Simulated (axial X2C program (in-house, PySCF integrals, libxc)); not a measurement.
# SnF⁺: bond curves with and without spin–orbit coupling

Aim: find the lowest determinant of SnF⁺, scan the bond at several levels and fit the constants, once spin-free and once with spin–orbit coupling.

The runs use an in-house X2C program for linear molecules on PySCF integrals; all-electron X2C, Sn dyall-cv3z, F dyall-av3z.

All values are calculated.

## (1) The job

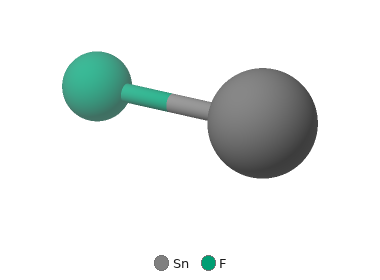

The two atoms at 2.040 Å (tin grey, fluorine teal).

The input, task.json:

```json
{
 "zs": [
  50,
  9
 ],
 "q": 1,
 "bas": [
  "dyall-cv3z",
  "dyall-av3z"
 ],
 "levels": [
  "PBE0",
  "HF",
  "BLYP"
 ],
 "cc": true,
 "r0": 2.04,
 "thr": -1.0,
 "nmax": 90,
 "npts": 10,
 "nst": 2,
 "ntry": 6
}
```

Keys: zs atomic numbers; q charge; bas basis sets; levels methods (HF also brings MP2); cc coupled cluster on or off; r0 starting distance in Å; thr threshold in hartree for freezing inner shells (an s shell follows its p shell); nmax most natural virtual spinors; npts points asked for on the curve; nst determinants followed; ntry starts of the search.

On the command line:

```console
$ python so2c.py task.json out
```

Spin-free means the one-electron spin-free X2C Hamiltonian; two-component (2c) means X2C with spin–orbit coupling and atomic mean-field two-electron Coulomb and Gaunt terms. Basis: Sn dyall-cv3z contracted to [11s12p9d4f1g], F dyall-av3z contracted to [7s6p3d2f]; Gaussian nuclei, density fitting. Masses: Sn 119.902 u, F 18.998 u.

Notation: σ, π±, δ± give the projection m of an orbital's angular momentum (0, ±1, ±2), α and β its spin, Λ and M_S the sums; ω is the projection of a spinor's total angular momentum and Ω the sum. Logs are in hartree.

The results follow Hamiltonian by Hamiltonian and level by level.

## (2) Which state to follow

PBE0 moves the distance from 2.040 Å to 1.882 Å and compares determinants there.

Spin-free determinants:

```tsv
ΔE (eV)	state	open shells
0.00	M_S = 0, Λ = 0	closed shell
4.60	M_S = 1, Λ = 1	beyond closed shells: σα, π+α
5.21	M_S = 0, Λ = 1	beyond closed shells: σα, π+β
6.95	M_S = 1, Λ = 0	beyond closed shells: π+α, π+β, 2 × π-α
6.95	M_S = 1, Λ = 2	beyond closed shells: 2 × π+α, π+β, π-α
```

Two-component determinants:

| ΔE (eV) | state | open shells |
| --- | --- | --- |
| 0.00 | Ω = 0 | closed shell |
| 4.80 | Ω = 2 | excess of +ω over −ω: ω = 1/2, ω = 3/2 |
| 5.01 | Ω = 1 | excess of +ω over −ω: 2 × ω = 1/2 |
| 5.39 | Ω = 1 | excess of +ω over −ω: ω = -1/2, ω = 3/2 |
| 6.74 | Ω = 1 | excess of +ω over −ω: ω = -1/2, ω = 3/2 |
| 6.80 | Ω = 2 | excess of +ω over −ω: ω = 1/2, ω = 3/2 |
| 7.11 | Ω = 3 | excess of +ω over −ω: 2 × ω = 3/2 |

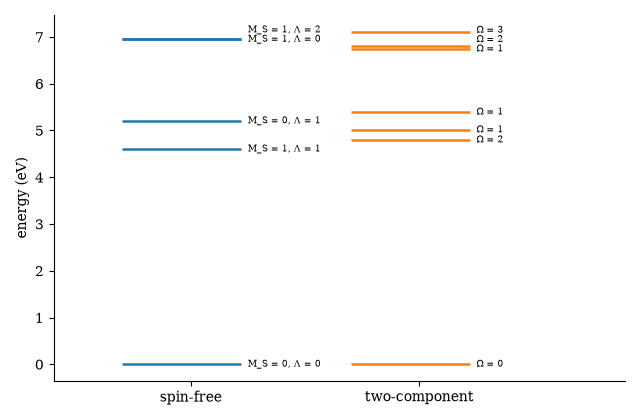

The determinants found, each set from its own lowest.

## (3) PBE0, spin-free

State followed: M_S = 0, Λ = 0 (closed shell). The scan is laid around 1.882 Å, a first estimate of the minimum, and this SCF restarts from the orbitals of the search.

The SCF at the reference distance of 1.882 Å:

```text
spin-free X2C-1e  PBE0
basis functions 183  fitting functions 924  grid points 5077
iter        total energy     max residual
   1      -6275.903074129     6.65e-06
   2      -6275.903074129     2.62e-06
converged
one-electron -8867.06742872  Coulomb 2641.19214528  exact exchange -43.45634983  xc functional -133.10159224  nuclear repulsion 126.53015139
```

Along the bond, energies from the lowest point:

| R (Å) | E (eV) | μ (D) | HOMO (eV) | LUMO (eV) | iterations |
| --- | --- | --- | --- | --- | --- |
| 1.637 | 1.2583 | -1.86 | -16.10 | -8.82 | 23 |
| 1.713 | 0.5057 | -2.32 | -16.25 | -8.96 | 24 |
| 1.769 | 0.1926 | -2.66 | -16.33 | -9.08 | 18 |
| 1.825 | 0.0371 | -2.99 | -16.38 | -9.18 | 17 |
| 1.882 | 0.0000 | -3.32 | -16.39 | -9.29 | 2 |
| 1.948 | 0.0672 | -3.70 | -16.36 | -9.41 | 17 |
| 2.014 | 0.2197 | -4.08 | -16.29 | -9.53 | 16 |
| 2.098 | 0.5001 | -4.54 | -16.12 | -9.67 | 17 |
| 2.202 | 0.9202 | -5.09 | -15.63 | -9.83 | 17 |
| 2.353 | 1.5977 | -5.83 | -14.97 | -10.05 | 18 |

Dipoles are positive if F is the positive end and refer to the centre of mass.

Outer orbitals at the reference distance:

```csv
symmetry,occupied,ε (eV),atomic character
σα,yes,-20.38,"54% F p, 40% Sn s, 4% F s"
π+α,yes,-17.48,"91% F p, 4% Sn p, 2% Sn d"
π-α,yes,-17.48,"91% F p, 4% Sn p, 2% Sn d"
σα,yes,-16.39,"40% F p, 36% Sn s, 19% Sn p"
π+α,no,-9.29,"87% Sn p, 7% F p, 2% F d"
π-α,no,-9.29,"87% Sn p, 7% F p, 2% F d"
σα,no,-6.50,"63% Sn p, 16% Sn d, 9% F s"
σα,no,-3.13,"79% Sn s, 8% F s, 7% Sn p"
```

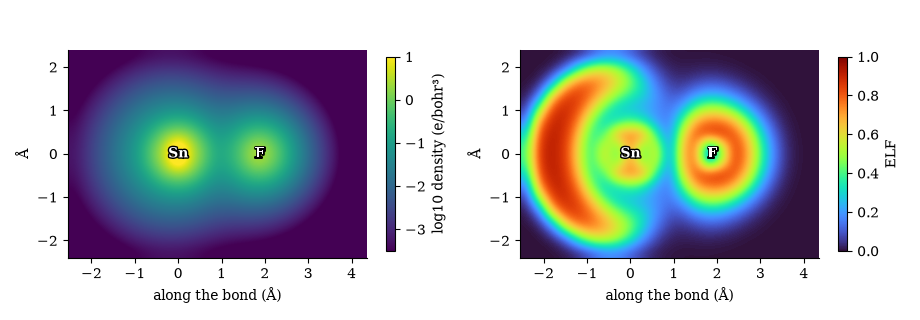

PBE0 fields in a plane through the axis, from a grid of 0.3 Å; Sn lies at z = 0 and F at z = 1.882 Å; the ELF is damped to zero where the density is low.

Re = 1.875 Å, ωe = 690 cm⁻¹, ωexe = 2.61 cm⁻¹, Be = 0.2925 cm⁻¹, De = 5.10 eV, μ = -3.28 D.

## (4) HF, spin-free

The SCF at the reference distance of 1.882 Å:

```text
spin-free X2C-1e  HF
basis functions 183  fitting functions 924  grid points 5077
iter        total energy     max residual
   1      -6273.170531374     3.31e-01
   2      -6273.199449885     1.09e-02
   3      -6273.200461163     1.77e-02
   4      -6273.200836786     2.15e-03
   5      -6273.200847967     2.49e-04
   6      -6273.200849795     2.94e-04
   7      -6273.200849983     6.20e-05
   8      -6273.200850005     1.54e-05
   9      -6273.200850006     4.05e-06
  10      -6273.200850006     7.22e-07
converged
one-electron -8866.25136255  Coulomb 2640.47791535  exact exchange -173.95755419  xc functional 0.00000000  nuclear repulsion 126.53015139
```

Re = 1.853 Å, ωe = 734 cm⁻¹, ωexe = 2.68 cm⁻¹, Be = 0.2993 cm⁻¹, De = 3.18 eV, μ = -3.49 D.

## (5) BLYP, spin-free

The SCF at the reference distance of 1.882 Å:

```text
spin-free X2C-1e  BLYP
basis functions 183  fitting functions 924  grid points 5077
iter        total energy     max residual
   1      -6276.554632671     1.46e-01
   2      -6276.559427583     1.64e-02
   3      -6276.561388487     2.14e-02
   4      -6276.561852838     4.60e-03
   5      -6276.561913958     1.74e-03
   6      -6276.561923527     1.18e-03
   7      -6276.561926213     6.50e-05
   8      -6276.561926235     5.69e-05
   9      -6276.561926254     8.78e-06
  10      -6276.561926255     5.68e-06
converged
one-electron -8866.80741376  Coulomb 2640.89759536  exact exchange 0.00000000  xc functional -177.18225924  nuclear repulsion 126.53015139
```

Re = 1.914 Å, ωe = 637 cm⁻¹, ωexe = 2.56 cm⁻¹, Be = 0.2807 cm⁻¹, De = 5.41 eV, μ = -3.29 D.

## (6) Correlated methods, spin-free

Correlated methods: 10 electrons correlated (frozen shells, counted by type: Sn 4 s, 3 p, 2 d; F 1 s), 258 virtual spinors in MP2, 90 natural virtuals in coupled cluster.

Output of the correlated part at 1.882 Å:

```text
correlated 10  virtual 258  natural virtual 90  E(MP2) -0.330411303  MP2 remainder -0.009573612
iter   CCSD correlation   residual
   1     -0.312986385   1.40e-01
   2     -0.321834394   7.05e-02
   3     -0.325063425   2.47e-02
   4     -0.324956199   7.62e-03
   5     -0.324917141   2.39e-03
   6     -0.324945674   1.11e-03
   7     -0.324950766   4.06e-04
   8     -0.324949379   1.07e-04
   9     -0.324952565   3.74e-05
  10     -0.324951595   1.30e-05
  11     -0.324951885   5.20e-06
  12     -0.324951850   2.02e-06
  13     -0.324951822   6.38e-07
  14     -0.324951813   2.40e-07
(T) -0.011225059  T1 0.0269  D1 0.0381  max T2 0.092
```

T1 in the output is the amplitude norm over the root of the electron number; divide by √2 for the Lee–Taylor value.

MP2: Re = 1.886 Å, ωe = 688 cm⁻¹, Be = 0.289 cm⁻¹, De = 5.50 eV.

CCSD: Re = 1.877 Å, ωe = 701 cm⁻¹, ωexe = 2.59 cm⁻¹, Be = 0.2916 cm⁻¹, De = 4.98 eV. T1 at Re = 0.019 (Lee–Taylor, the printed value over √2).

CCSD(T): Re = 1.884 Å, ωe = 688 cm⁻¹, ωexe = 2.61 cm⁻¹, Be = 0.2895 cm⁻¹, De = 5.15 eV. T1 at Re = 0.019 (Lee–Taylor, the printed value over √2).

## (7) The spin-free curves together

Energy (eV) of the followed determinant, spin-free, from each level's lowest point:

| R (Å) | PBE0 | HF | MP2 | CCSD | CCSD(T) | BLYP |
| --- | --- | --- | --- | --- | --- | --- |
| 1.637 | 1.258 | 1.120 | 1.396 | n/a | n/a | 1.548 |
| 1.713 | 0.506 | 0.402 | 0.585 | 0.542 | 0.575 | 0.699 |
| 1.769 | 0.193 | 0.120 | 0.239 | 0.211 | 0.232 | 0.318 |
| 1.825 | 0.037 | 0.000 | 0.058 | 0.044 | 0.055 | 0.098 |
| 1.882 | 0.000 | 0.000 | 0.000 | 0.000 | 0.000 | 0.000 |
| 1.948 | 0.067 | 0.111 | 0.049 | 0.065 | 0.052 | 0.001 |
| 2.014 | 0.220 | 0.308 | 0.189 | 0.219 | 0.193 | 0.091 |
| 2.098 | 0.500 | 0.643 | 0.459 | 0.506 | 0.464 | 0.297 |
| 2.202 | 0.920 | 1.129 | 0.873 | n/a | n/a | 0.634 |
| 2.353 | 1.598 | 1.896 | 1.552 | n/a | n/a | 1.202 |

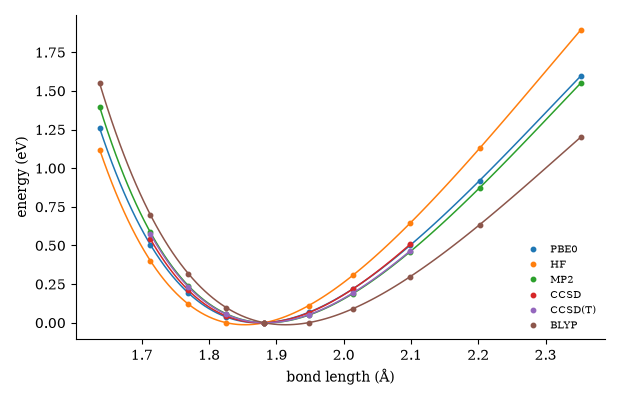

Curves of the followed state, spin-free, each from its own lowest point.

## (8) PBE0, 2c

State followed: Ω = 0 (closed shell). The scan is laid around 1.882 Å, a first estimate of the minimum, and this SCF restarts from the orbitals of the search.

Output at 1.882 Å:

```text
two-component X2C + atomic mean field  PBE0
basis functions 183  fitting functions 924  grid points 5077
iter        total energy     max residual
   1      -6273.297137916     3.29e-05
   2      -6273.297137923     1.07e-05
converged
one-electron -8859.60328579  Coulomb 2639.76108352  exact exchange -43.43106005  xc functional -133.02794392  nuclear repulsion 126.53015139  atomic mean-field constant -3.52608307
```

Along the bond, energies from the lowest point:

| R (Å) | E (eV) | μ (D) | HOMO (eV) | LUMO (eV) | iterations |
| --- | --- | --- | --- | --- | --- |
| 1.637 | 1.2609 | -1.85 | -16.10 | -8.98 | 25 |
| 1.713 | 0.5074 | -2.31 | -16.25 | -9.13 | 23 |
| 1.769 | 0.1936 | -2.65 | -16.33 | -9.25 | 21 |
| 1.825 | 0.0377 | -2.98 | -16.38 | -9.36 | 18 |
| 1.882 | 0.0000 | -3.31 | -16.39 | -9.47 | 2 |
| 1.948 | 0.0667 | -3.69 | -16.37 | -9.59 | 19 |
| 2.014 | 0.2186 | -4.06 | -16.29 | -9.71 | 18 |
| 2.098 | 0.4983 | -4.53 | -16.12 | -9.86 | 18 |
| 2.202 | 0.9175 | -5.07 | -15.63 | -10.03 | 17 |
| 2.353 | 1.5933 | -5.80 | -14.98 | -10.25 | 18 |

Dipoles are positive if F is the positive end and refer to the centre of mass.

Outer spinors at the reference distance:

| ω | occupied | ε (eV) | atomic character | λ mixture |
| --- | --- | --- | --- | --- |
| 1/2 | yes | -20.38 | 54% F p, 40% Sn s, 4% F s | 100% σ |
| 1/2 | yes | -17.51 | 91% F p, 4% Sn p, 2% Sn d | 100% π |
| 3/2 | yes | -17.47 | 92% F p, 4% Sn p, 2% Sn d | 100% π |
| 1/2 | yes | -16.39 | 40% F p, 36% Sn s, 19% Sn p | 100% σ |
| 1/2 | no | -9.47 | 87% Sn p, 8% F p, 2% F d | 100% π |
| 3/2 | no | -9.11 | 87% Sn p, 7% F p, 2% F d | 100% π |
| 1/2 | no | -6.48 | 63% Sn p, 16% Sn d, 9% F s | 100% σ |
| 1/2 | no | -3.12 | 78% Sn s, 8% F s, 7% Sn p | 100% σ |

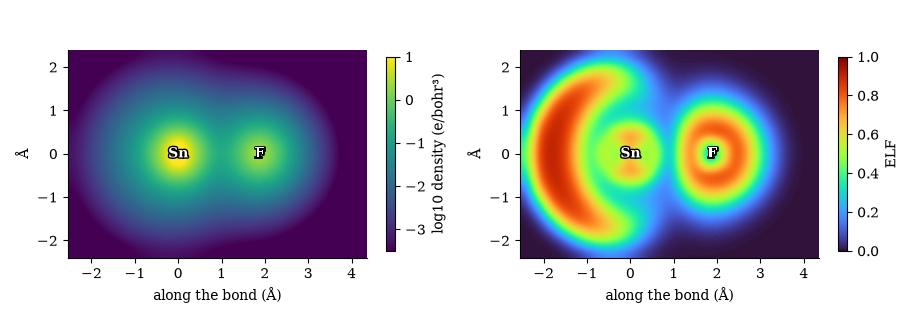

PBE0 fields in a plane through the axis, from a grid of 0.3 Å; Sn lies at z = 0 and F at z = 1.882 Å; the ELF is damped to zero where the density is low.

Re = 1.875 Å, ωe = 690 cm⁻¹, ωexe = 2.61 cm⁻¹, Be = 0.2924 cm⁻¹, De = 4.84 eV, μ = -3.27 D.

## (9) HF, 2c

The SCF at the reference distance of 1.882 Å:

```text
two-component X2C + atomic mean field  HF
basis functions 183  fitting functions 924  grid points 5077
iter        total energy     max residual
   1      -6270.562374147     3.76e-01
   2      -6270.591303816     1.09e-02
   3      -6270.592319395     2.02e-02
   4      -6270.592697145     2.17e-03
   5      -6270.592708715     2.48e-04
   6      -6270.592710658     3.08e-04
   7      -6270.592710858     6.39e-05
   8      -6270.592710882     1.60e-05
   9      -6270.592710884     5.11e-06
  10      -6270.592710884     8.51e-07
converged
one-electron -8858.78379401  Coulomb 2639.04335477  exact exchange -173.85633997  xc functional 0.00000000  nuclear repulsion 126.53015139  atomic mean-field constant -3.52608307
```

Re = 1.853 Å, ωe = 734 cm⁻¹, ωexe = 2.68 cm⁻¹, Be = 0.2992 cm⁻¹, De = 2.83 eV, μ = -3.48 D.

## (10) BLYP, 2c

The SCF at the reference distance of 1.882 Å:

```text
two-component X2C + atomic mean field  BLYP
basis functions 183  fitting functions 924  grid points 5077
iter        total energy     max residual
   1      -6273.949323293     1.62e-01
   2      -6273.954107835     1.70e-02
   3      -6273.956076937     2.38e-02
   4      -6273.956543823     5.13e-03
   5      -6273.956605198     1.93e-03
   6      -6273.956614736     1.32e-03
   7      -6273.956617446     6.09e-05
   8      -6273.956617468     5.32e-05
   9      -6273.956617487     8.81e-06
  10      -6273.956617488     6.38e-06
converged
one-electron -8859.34448795  Coulomb 2639.46783659  exact exchange 0.00000000  xc functional -177.08403445  nuclear repulsion 126.53015139  atomic mean-field constant -3.52608307
```

Re = 1.914 Å, ωe = 636 cm⁻¹, ωexe = 2.57 cm⁻¹, Be = 0.2806 cm⁻¹, De = 5.11 eV, μ = -3.28 D.

## (11) MP2 and beyond, 2c

Correlated methods: 10 electrons correlated (frozen shells, counted by type: Sn 4 s, 3 p, 2 d; F 1 s), 258 virtual spinors in MP2, 90 natural virtuals in coupled cluster.

Output of the correlated part at 1.882 Å:

```text
correlated 10  virtual 258  natural virtual 90  E(MP2) -0.330346682  MP2 remainder -0.009568933
iter   CCSD correlation   residual
   1     -0.312929553   1.40e-01
   2     -0.321774863   7.05e-02
   3     -0.325003887   2.48e-02
   4     -0.324895946   7.63e-03
   5     -0.324856788   2.40e-03
   6     -0.324885254   1.11e-03
   7     -0.324890258   4.07e-04
   8     -0.324888911   1.10e-04
   9     -0.324892137   4.00e-05
  10     -0.324891120   1.51e-05
  11     -0.324891438   6.42e-06
  12     -0.324891380   2.91e-06
  13     -0.324891343   1.24e-06
  14     -0.324891333   6.16e-07
(T) -0.011224356  T1 0.0269  D1 0.0393  max T2 0.096
```

MP2: Re = 1.886 Å, ωe = 688 cm⁻¹, Be = 0.2889 cm⁻¹, De = 5.18 eV.

CCSD: Re = 1.878 Å, ωe = 700 cm⁻¹, ωexe = 2.59 cm⁻¹, Be = 0.2915 cm⁻¹, De = 4.66 eV. T1 at Re = 0.019 (Lee–Taylor, the printed value over √2).

CCSD(T): Re = 1.885 Å, ωe = 688 cm⁻¹, ωexe = 2.61 cm⁻¹, Be = 0.2894 cm⁻¹, De = 4.83 eV. T1 at Re = 0.019 (Lee–Taylor, the printed value over √2).

## (12) The 2c curves together

Energy (eV) of the followed determinant, 2c, from each level's lowest point:

| R (Å) | PBE0 | HF | MP2 | CCSD | CCSD(T) | BLYP |
| --- | --- | --- | --- | --- | --- | --- |
| 1.637 | 1.261 | 1.122 | 1.399 | n/a | n/a | 1.551 |
| 1.713 | 0.507 | 0.403 | 0.587 | 0.544 | 0.577 | 0.701 |
| 1.769 | 0.194 | 0.121 | 0.240 | 0.212 | 0.234 | 0.319 |
| 1.825 | 0.038 | 0.001 | 0.058 | 0.044 | 0.055 | 0.099 |
| 1.882 | 0.000 | 0.000 | 0.000 | 0.000 | 0.000 | 0.000 |
| 1.948 | 0.067 | 0.111 | 0.049 | 0.064 | 0.051 | 0.000 |
| 2.014 | 0.219 | 0.307 | 0.188 | 0.218 | 0.192 | 0.090 |
| 2.098 | 0.498 | 0.642 | 0.457 | 0.505 | 0.462 | 0.295 |
| 2.202 | 0.917 | 1.127 | 0.871 | n/a | n/a | 0.631 |
| 2.353 | 1.593 | 1.894 | 1.548 | n/a | n/a | 1.196 |

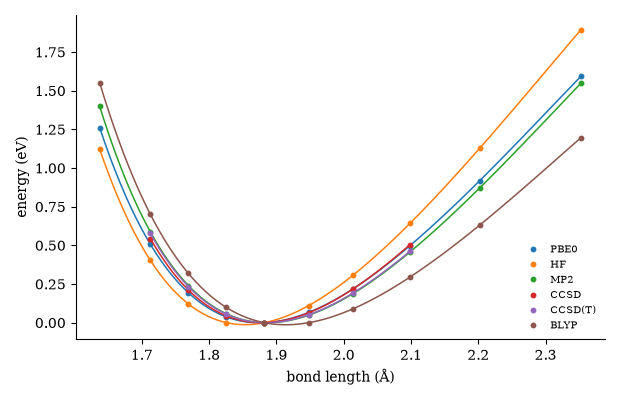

Curves of the followed state, 2c, each from its own lowest point.

The whole job took 2 min on 1 thread of INTEL XEON PLATINUM 8581C at 2.30GHz (Emerald Rapids), shared host; peak memory 0.64 GiB.

## (13) What came out

Lowest determinant that the search found at its distance, spin-free: M_S = 0, Λ = 0 (closed shell).

Lowest determinant that the search found at its distance, 2c: Ω = 0 (closed shell).

| Hamiltonian | level | Re (Å) | ωe (cm⁻¹) | De (eV) | μ (D) |
| --- | --- | --- | --- | --- | --- |
| spin-free | PBE0 | 1.875 | 690 | 5.10 | -3.28 |
| spin-free | HF | 1.853 | 734 | 3.18 | -3.49 |
| spin-free | MP2 | 1.886 | 688 | 5.50 | n/a |
| spin-free | CCSD | 1.877 | 701 | 4.98 | n/a |
| spin-free | CCSD(T) | 1.884 | 688 | 5.15 | n/a |
| spin-free | BLYP | 1.914 | 637 | 5.41 | -3.29 |
| 2c | PBE0 | 1.875 | 690 | 4.84 | -3.27 |
| 2c | HF | 1.853 | 734 | 2.83 | -3.48 |
| 2c | MP2 | 1.886 | 688 | 5.18 | n/a |
| 2c | CCSD | 1.878 | 700 | 4.66 | n/a |
| 2c | CCSD(T) | 1.885 | 688 | 4.83 | n/a |
| 2c | BLYP | 1.914 | 636 | 5.11 | -3.28 |

Dipoles are positive if F is the positive end and refer to the centre of mass.

Time per point (s) on 1 thread of INTEL XEON PLATINUM 8581C at 2.30GHz (Emerald Rapids), shared host (2c runs; CCSD comes with the CCSD(T) run); the times are rough: PBE0 0.58, HF 0.33, MP2 0.47, CCSD(T) 4.7, BLYP 0.38.

What this shows: At CCSD(T), going from spin-free to two-component changes Re by 0 mÅ, ωe by -0.1 %; the spin-free picture holds up (part of it comes from the scalar share of the two-electron terms). De moves by -0.32 eV; both De rest on single-determinant atoms, which can miss part of an open shell's spin–orbit lowering.

De refers to Sn+ + F, each in the lowest determinant found, which need not be this curve's own limit. The state is a single determinant with fixed occupations, the lowest that a limited PBE0 search found. The closed shell is kept restricted; where the fragments are open shells, the energy then runs too high at long range. De is counted from the lowest determinant-based energies of the atoms at the same level, without counterpoise correction. CCSD and (T) use frozen natural virtuals with an MP2 correction for the truncation. With the outer-core shells frozen, correlated bond lengths of heavy atoms tend to come out a few hundredths of an ångström too long.
